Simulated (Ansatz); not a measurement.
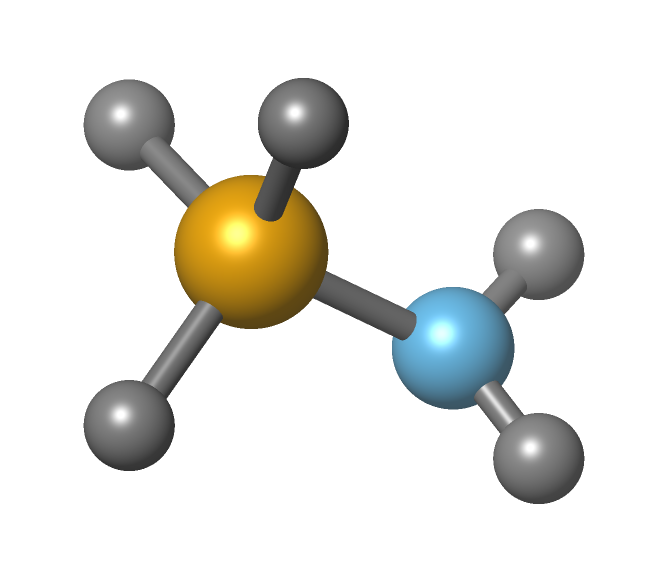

The picture shows a molecular structure as a ball-and-stick model. Every bond is drawn as one stick, whatever its order. Colours: silicon orange, hydrogen grey, nitrogen blue.

Description:

It has 7 atoms: 5 hydrogen, 1 nitrogen and 1 silicon (H5NSi). This geometry has Cs symmetry. Coordination, clear cases only: 1 Si tetrahedral.

The parts below concern this one geometry. Atoms keep their numbers from picture to picture. Computed geometry: PBE0-D4/def2-TZVP optimisation.

### Vibrations

Harmonic vibrations computed with RKS PBE0-D4/def2-TZVP (Ansatz 0.2.0) at a stationary point of the same level.

List the wavenumbers.

15 modes: 174, 389, 625, 702, 852, 916, 924, 978, 984, 1585, 2177, 2229, 2232, 3603, 3695 cm⁻¹.

### Dipole moment

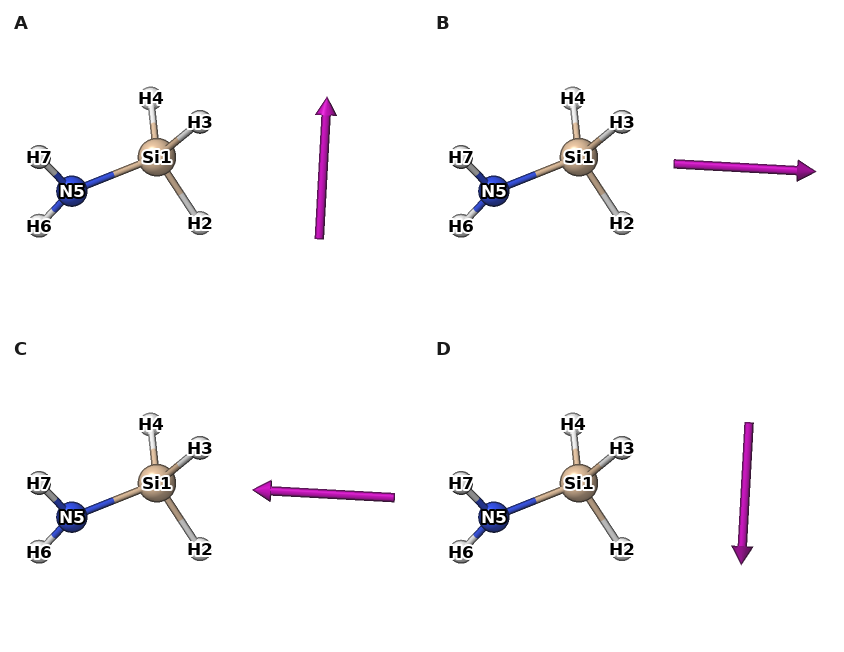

The same molecule four times, each with an arrow. Properties computed with RKS PBE0-D4/def2-TZVP (Ansatz 0.2.0).

Which arrow points along the dipole moment, from the negative to the positive end?

C. The dipole moment is 1.37 D; it points from the side of H2, H3 to the side of H6, H7 (the outermost atoms at the two ends).

### Thermal motion

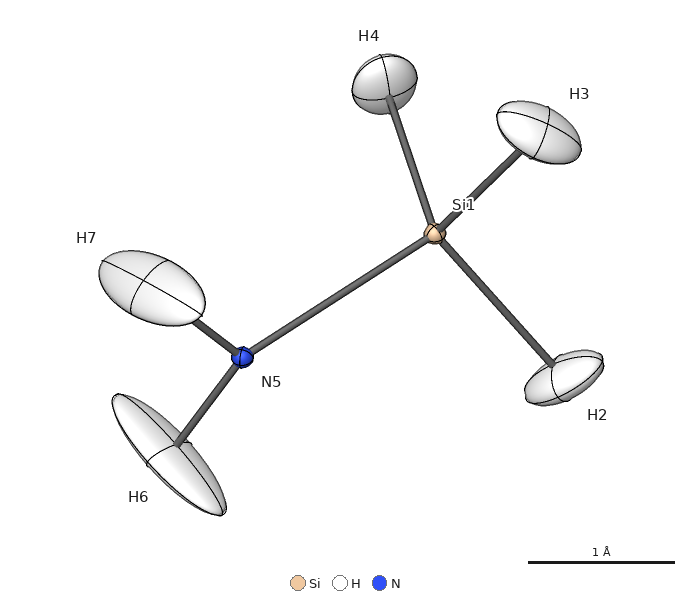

Displacement ellipsoids at the 50 % level, from the internal vibrations of the free molecule (harmonic, no overall translation or rotation; no half-axis is drawn under 0.075 Å). Vibrations computed with RKS PBE0-D4/def2-TZVP (Ansatz 0.2.0). Temperature: 400 K.

Which atom moves most?

H6, H7, with U_eq = 0.0562 Å².

Does H6 move more along its bond or across it?

Across it: the root-mean-square amplitude is 0.069 Å along the bond and up to 0.377 Å across, since bending and torsion are softer than stretching.

Give the displacement parameters, one line for each set of equivalent atoms.

```tsv
atom	U_eq (Å²)	rms amplitudes (Å)
Si1	0.00019	0.011, 0.012, 0.017
H2, H3	0.0236	0.086, 0.138, 0.211
H4	0.0197	0.087, 0.149, 0.171
N5	0.00082	0.021, 0.026, 0.036
H6, H7	0.0562	0.068, 0.147, 0.377
```

### Charges

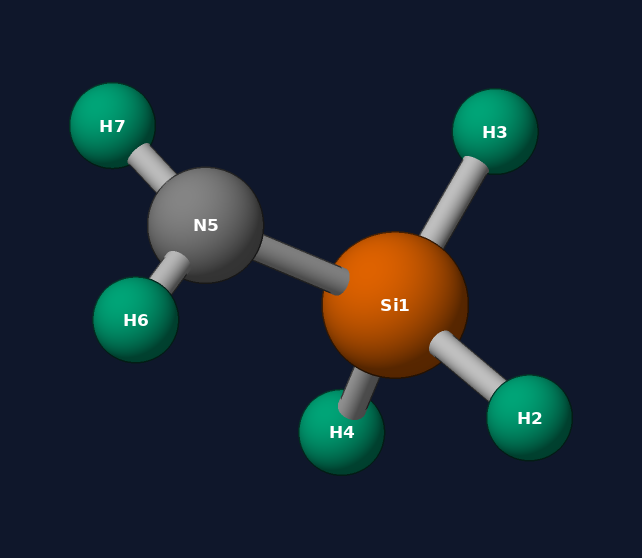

The questions are on Mulliken charges. Level of theory: RKS PBE0-D4/def2-TZVP (Ansatz 0.2.0).

Give the Mulliken charges atom by atom.

```tsv
atom	value (e)
Si1	0.28
H2	−0.03
H3	−0.03
H4	−0.05
N5	−0.63
H6	0.24
H7	0.24
```

Mulliken values depend strongly on the basis set and can even reverse the polarity of a bond.
